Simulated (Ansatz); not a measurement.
# CH₇NOSi···SiH₄: what the fields show

Input file:

```
crystal:
  periodic: [false, false, false]
  atoms:
    - { symbol: Si, position_ang: [1.116742, 0.466285, -0.720927] }
    - { symbol: "N", position_ang: [1.919483, -1.073853, -0.361846] }
    - { symbol: O, position_ang: [-0.262506, 0.260226, -1.627885] }
    - { symbol: C, position_ang: [-1.405281, 1.043903, -1.511367] }
    - { symbol: H, position_ang: [2.162601, 1.282636, -1.431286] }
    - { symbol: H, position_ang: [0.662464, 1.164174, 0.542873] }
    - { symbol: H, position_ang: [0.760714, -1.116451, 1.65605] }
    - { symbol: Si, position_ang: [-0.562859, -0.743524, 2.127483] }
    - { symbol: H, position_ang: [1.326664, -1.849887, -0.051258] }
    - { symbol: H, position_ang: [2.627218, -1.385621, -1.036152] }
    - { symbol: H, position_ang: [-1.570242, 1.408916, -0.465094] }
    - { symbol: H, position_ang: [-1.373489, 1.938989, -2.178333] }
    - { symbol: H, position_ang: [-2.299627, 0.445267, -1.799265] }
    - { symbol: H, position_ang: [-1.140542, -1.835137, 2.990891] }
    - { symbol: H, position_ang: [-0.490821, 0.529009, 2.92489] }
    - { symbol: H, position_ang: [-1.470321, -0.534632, 0.941225] }
basis:
  gaussian: { orbitals: def2-SVP }
hamiltonian:
  xc: lda
relax:
  f_tol: 0.03
  max_steps: 50
output:
  orbitals: {}
```

Run with:

```sh
ansatz run input.yaml --threads 4 --pin off --max-ram 5120MiB --backend cpu --events-out ev --progress --plain --runs-dir out
```

The fields are those of the run's last geometry, not of the input's.

Theory: RKS LDA/def2-SVP (Ansatz).

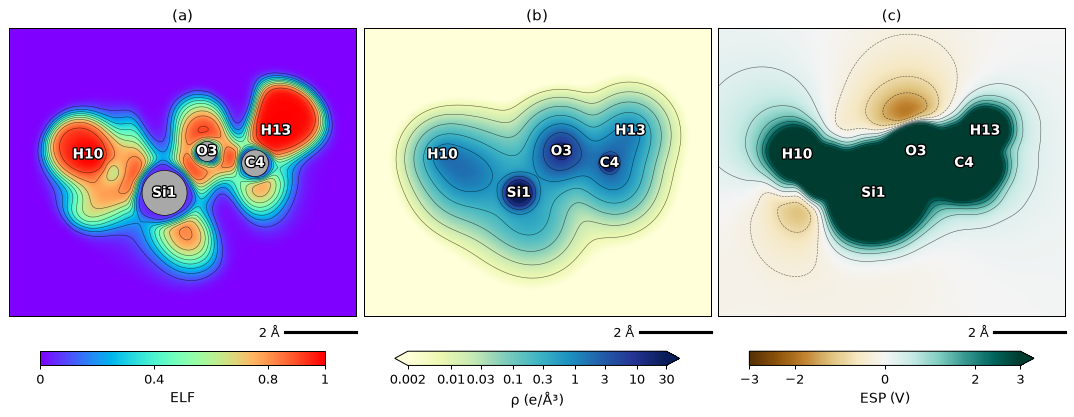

Figure 1. (a) ELF; (b) electron density; (c) molecular electrostatic potential on the plane of atoms Si1, O3 and C4. Grey discs cover the atomic cores in the ELF map.

> Read the bonding off the picture.

- The plane passes through Si, O, C and H nuclei.
- C–O (1.39 Å): ρ at the midpoint is about 2.1 e/Å³, with its minimum of 1.8 e/Å³ about 0.5 Å from C; the ELF peaks at about 0.90 between the atoms (a shared but strongly polarised pair).
- Si–O (1.67 Å): ρ is about 1.1 e/Å³ halfway; the ELF peaks at about 0.90 between the atoms; a shared but strongly polarised pair.
- C–H (1.11 Å): ρ is about 1.9 e/Å³ halfway; the ELF climbs to about 1 towards the hydrogen, as it does in any bond to H: an ordinary covalent bond to hydrogen.
- The ELF also peaks beside O3, away from the bonds: lone-pair regions.
- Outside the dense part of the complex the potential is most negative (−1.9 V) near O3.

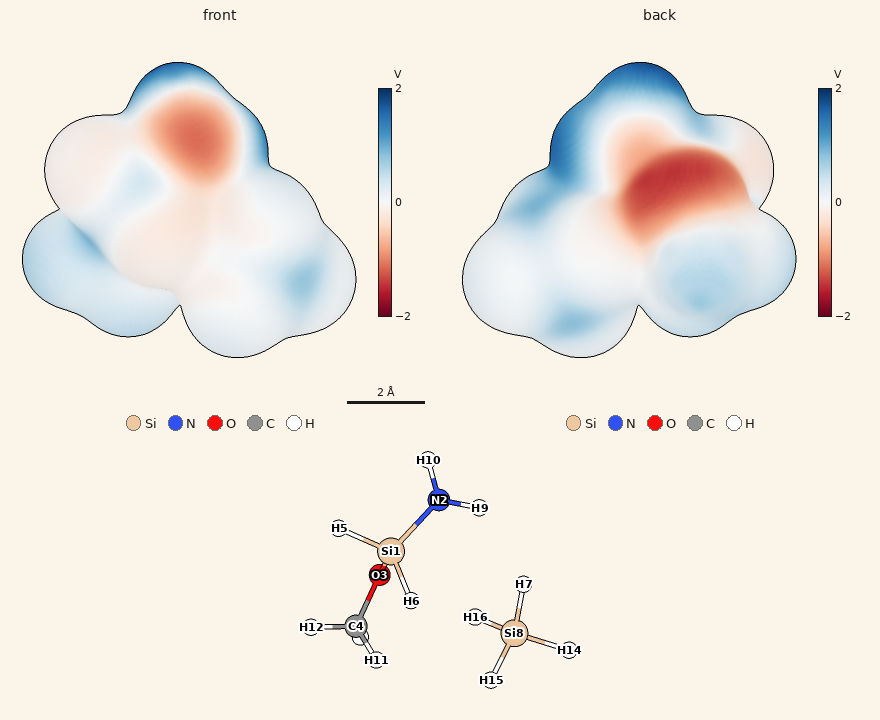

Figure 2. The electrostatic potential painted on the density surface at 0.002 e/bohr³, seen from the front and from behind; the colour scale runs from red (negative) to blue (positive). The bare structure is drawn below in the same view.

> Which sites attract a positive test charge, and which a negative one?

A positive charge is drawn to the negative regions and a negative charge to the positive ones. The most negative region (about −1.4 V, or −32 kcal/mol for a unit charge) lies over O3, the most positive (about +1.7 V, or +39 kcal/mol for a unit charge) over H10. O3 is the likeliest acceptor of a hydrogen bond.

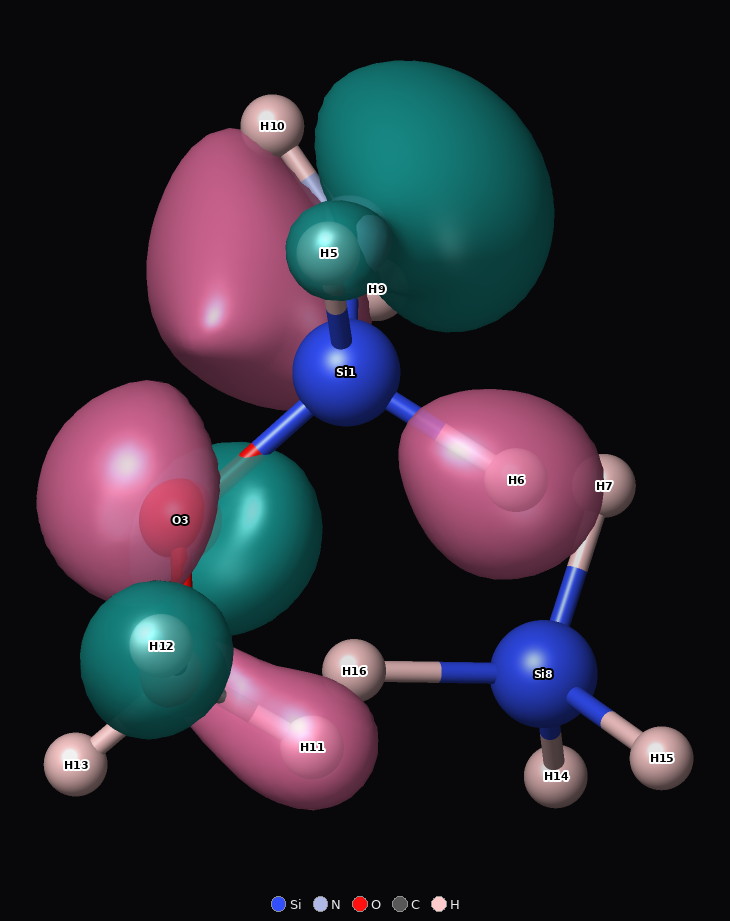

Figure 3. The HOMO at ±0.1 Å⁻³ᐟ² (teal and pink are the two phases), seen at an oblique angle.

> What is the character of this orbital?

By Hirshfeld shares it lies mainly on N2 (about 45 %) and O3 (about 20 %). Its energy is −6.13 eV.
